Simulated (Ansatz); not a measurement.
# Calculations on BSiNH₅

Part 1: Relaxation

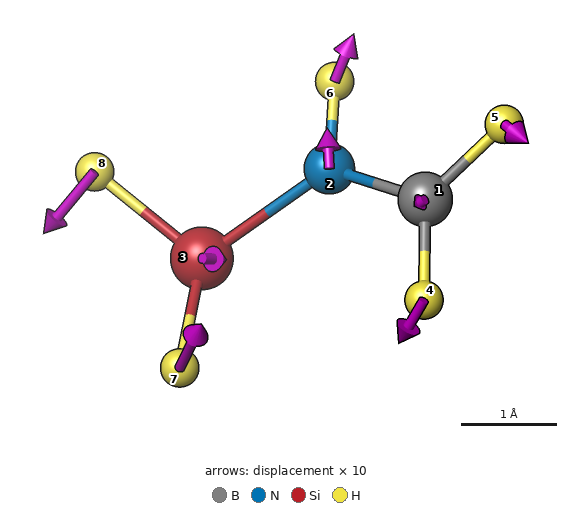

This is a relaxation of BSiNH$_{5}$ (multiplicity 2). The starting structure is drawn; purple arrows show the displacements, 10 times their true length. The two geometries are superimposed by the best rigid fit.

The picture is a ball-and-stick view, seen at a tilt.

The run prepares an end point of a later path (hydrogen shift) calculation, from a guessed geometry.

Level of theory: UKS BHLYP/def2-SVP (Ansatz 0.2.0).

Input
```yaml
crystal:
  periodic: [false, false, false]
  atoms:
    - { symbol: B, position_ang: [-0.4646, 1.06579, -0.7226] }
    - { symbol: "N", position_ang: [-0.27839, 0.23154, 0.38005] }
    - { symbol: Si, position_ang: [0.30125, -1.40791, 0.47378] }
    - { symbol: H, position_ang: [-0.18543, 0.66093, -1.7862] }
    - { symbol: H, position_ang: [-0.88822, 2.14861, -0.56544] }
    - { symbol: H, position_ang: [-0.54433, 0.61428, 1.2771] }
    - { symbol: H, position_ang: [0.97159, -1.79275, -0.75593] }
    - { symbol: H, position_ang: [1.08813, -1.5205, 1.69925] }
magnetization:
  spin_polarized: true
  initial_magnetization: 1
basis:
  gaussian: { orbitals: def2-SVP }
hamiltonian:
  xc: { name: BHLYP }
relax:
  f_tol: 0.02
  max_steps: 50
```

Launched with:
```bash
ansatz run input.yaml --threads 2 --pin off --max-ram 3072MiB --backend cpu --events-out ev --progress --plain --runs-dir out
```

> Atoms of which element are displaced furthest, and by how much?

Hydrogen: up to 0.090 Å, against 0.046 Å for nitrogen.

> What did the optimiser do to the structure, and how much energy did it gain?

The largest moves after the best rigid fit, 0.090 Å, are those of H7 and H8. Largest moves by element: H 0.090 Å, N 0.046 Å, Si 0.043 Å, B 0.018 Å. Some distances before and after: B1–H4 1.172 → 1.201 Å, Si3–H7 1.452 → 1.481 Å, Si3–H8 1.461 → 1.486 Å, N2–Si3 1.741 → 1.752 Å. Bond angles that change, for instance: H7–Si3–H8 116.2° → 111.6°, B1–N2–Si3 130.5° → 127.4°, Si3–N2–H6 113.3° → 116.1°. Over 6 geometry steps the energy falls by 1.35 kcal/mol. The largest force component goes from 0.77 to 0.018 eV/Å. Cost: 14 s on 2 threads of Intel(R) Xeon(R) Platinum 8488C (Sapphire Rapids) (shared host), peak memory 0.18 GiB.

Part 2: Relaxation

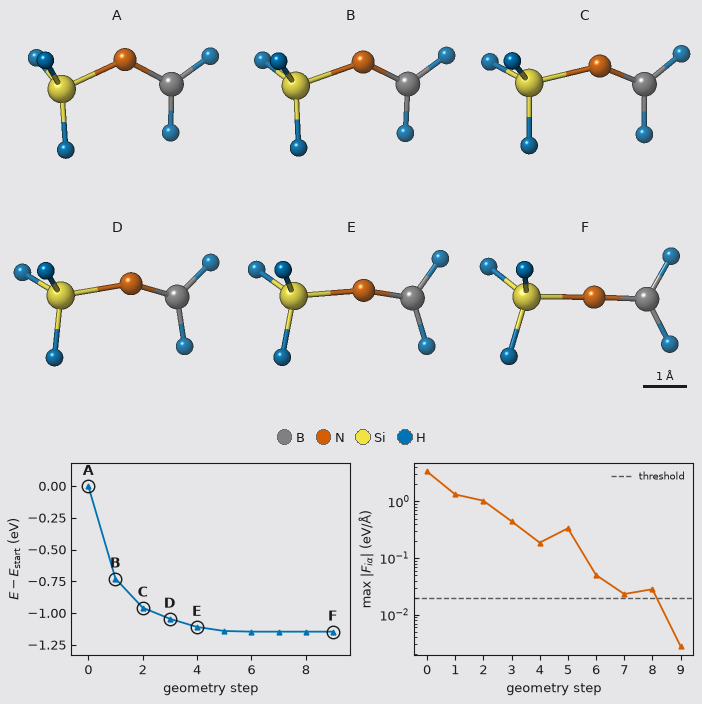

Frames of a relaxation of BSiNH$_{5}$ (multiplicity 2), marked on the history of the run. A ball-and-stick model, seen at a tilt.

The run prepares an end point of a later path (hydrogen shift) calculation, from a guessed geometry.

The calculation used UKS BHLYP/def2-SVP in Ansatz 0.2.0.

The input:
```yaml
crystal:
  periodic: [false, false, false]
  atoms:
    - { symbol: B, position_ang: [-0.4646, 1.06579, -0.7226] }
    - { symbol: "N", position_ang: [-0.27839, 0.23154, 0.38005] }
    - { symbol: Si, position_ang: [0.30125, -1.40791, 0.47378] }
    - { symbol: H, position_ang: [-0.18543, 0.66093, -1.7862] }
    - { symbol: H, position_ang: [-0.88822, 2.14861, -0.56544] }
    - { symbol: H, position_ang: [-1.05232, -1.75024, 0.82628] }
    - { symbol: H, position_ang: [0.97159, -1.79275, -0.75593] }
    - { symbol: H, position_ang: [1.08813, -1.5205, 1.69925] }
magnetization:
  spin_polarized: true
  initial_magnetization: 1
basis:
  gaussian: { orbitals: def2-SVP }
hamiltonian:
  xc: { name: BHLYP }
relax:
  f_tol: 0.02
  max_steps: 50
```

Launched with:
```bash
ansatz run input.yaml --threads 2 --pin off --max-ram 3072MiB --backend cpu --events-out ev --progress --plain --runs-dir out
```

**Describe the path.**

The largest move after the best rigid fit is that of H4, 0.74 Å. By element the largest moves are H 0.74 Å, N 0.62 Å, B 0.19 Å, Si 0.13 Å. Near-neighbour distances that change, for instance: B1–N2 1.395 → 1.348 Å, Si3–H6 1.440 → 1.479 Å, B1–H4 1.172 → 1.207 Å, Si3–H7 1.452 → 1.481 Å. Among the angles between lasting bonds that change: B1–N2–Si3 130.5° → 178.2°, N2–Si3–H6 85.6° → 110.3°, H6–Si3–H7 125.3° → 109.8°. After 9 geometry steps the energy has fallen by 1.146 eV. The largest force component goes from 3.4 to 0.0028 eV/Å. The run took 17 s on 2 threads of Intel(R) Xeon(R) Platinum 8488C (Sapphire Rapids), with other jobs on the host, peak memory 0.18 GiB. From step 0 to 1: H6 moves most (0.20 Å), energy −0.728 eV. From step 1 to 2: H6 moves most (0.17 Å), energy −0.229 eV. From step 2 to 3: H4 moves most (0.20 Å), energy −0.087 eV. From step 3 to 4: H4 moves most (0.20 Å), energy −0.064 eV. From step 4 to 9: N2 moves most (0.27 Å), energy −0.037 eV.

```json
{"step": "0", "E − E(0), eV": "0.0000", "largest force component, eV/Å": "3.3862"}
{"step": "1", "E − E(0), eV": "-0.7283", "largest force component, eV/Å": "1.3326"}
{"step": "2", "E − E(0), eV": "-0.9574", "largest force component, eV/Å": "1.0327"}
{"step": "3", "E − E(0), eV": "-1.0448", "largest force component, eV/Å": "0.4480"}
{"step": "4", "E − E(0), eV": "-1.1090", "largest force component, eV/Å": "0.1876"}
{"step": "5", "E − E(0), eV": "-1.1410", "largest force component, eV/Å": "0.3359"}
{"step": "6", "E − E(0), eV": "-1.1461", "largest force component, eV/Å": "0.0503"}
{"step": "7", "E − E(0), eV": "-1.1462", "largest force component, eV/Å": "0.0232"}
{"step": "8", "E − E(0), eV": "-1.1462", "largest force component, eV/Å": "0.0283"}
{"step": "9", "E − E(0), eV": "-1.1462", "largest force component, eV/Å": "0.0028"}
```

Part 3: Path

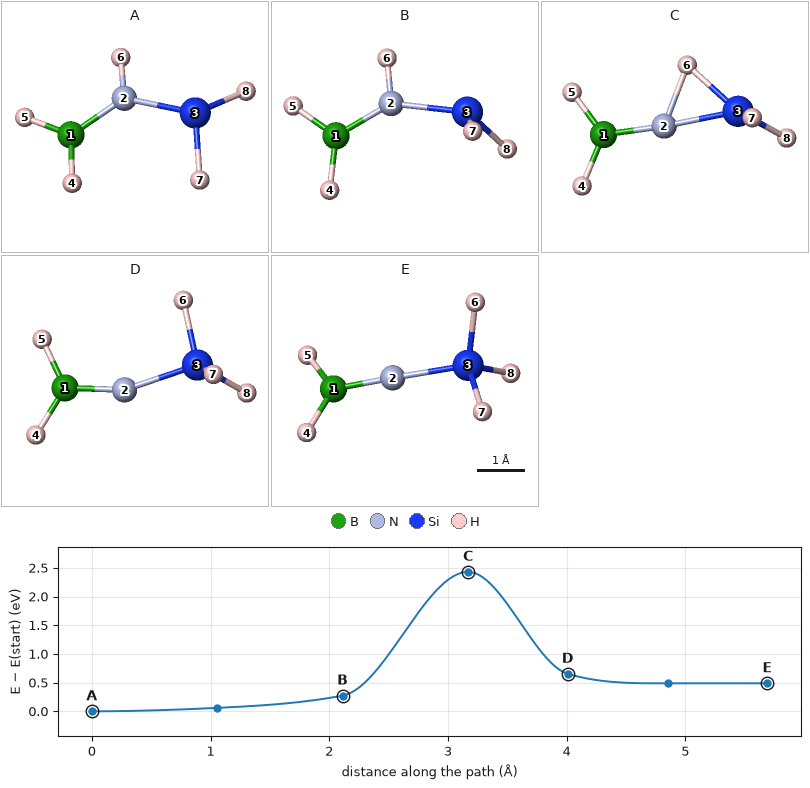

A nudged-elastic-band calculation for BSiNH$_{5}$ (multiplicity 2). Images are numbered from 0 (start) to 6 (end). Frames A to E are images 0, 2, 3, 4, 6. The picture is a ball-and-stick view, seen from a free direction.

All numbers below come from UKS BHLYP/def2-SVP in Ansatz. Run with 5 movable images; climbing image; force threshold 0.03 eV/Å; iteration limit 60; starting path through a guess of the saddle point.

### What happens along the path, and what is the barrier?

The energy climbs by 2.43 eV to image 3 and then falls by 1.94 eV, so the end point sits at +0.49 eV. A hydrogen atom shifts from one atom to another. Breaking: N2–H6 (1.01 → 1.41 at the top → 2.63 Å). Forming: Si3–H6 (2.38 → 1.59 at the top → 1.48 Å). The band converged in 22 iterations. The largest component of the band force went from 4 to 0.018 eV/Å. The climbing image converged on the top of the path. Its vibrational analysis gives one imaginary mode (2064i cm⁻¹), as a transition state must have.

Cost: 2.9 min on 2 threads of Intel(R) Xeon(R) Platinum 8488C (Sapphire Rapids), on a shared host, peak memory 0.19 GiB.
